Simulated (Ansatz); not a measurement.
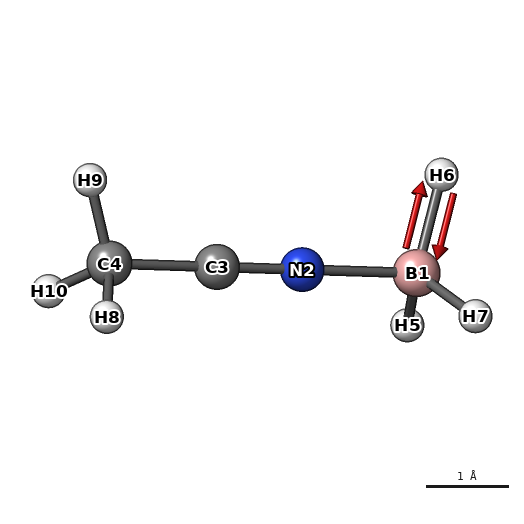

Arrows show the forces on the atoms, 1 Å of arrow for 1 eV/Å; forces under a tenth of the largest aren't drawn. Level of theory: PBE0-D4/def2-TZVP (Ansatz 0.2.0).

Along which bond is the force strongest?

Answer. B1–H6, now 1.258 Å: the forces pull its atoms together, so a first step downhill shortens it.

List the force components in the frame of the picture (x right, y up, z towards the viewer), in eV/Å.

```
atom     Fx     Fy     Fz
  B1   0.21   0.83  −0.14
  N2   0.00   0.00   0.00
  C3   0.00   0.00   0.00
  C4   0.00   0.00   0.00
  H5   0.00   0.00   0.00
  H6  −0.21  −0.83   0.15
  H7   0.00   0.00   0.00
  H8   0.00   0.00   0.00
  H9   0.00   0.00   0.00
 H10   0.00   0.00   0.00
```
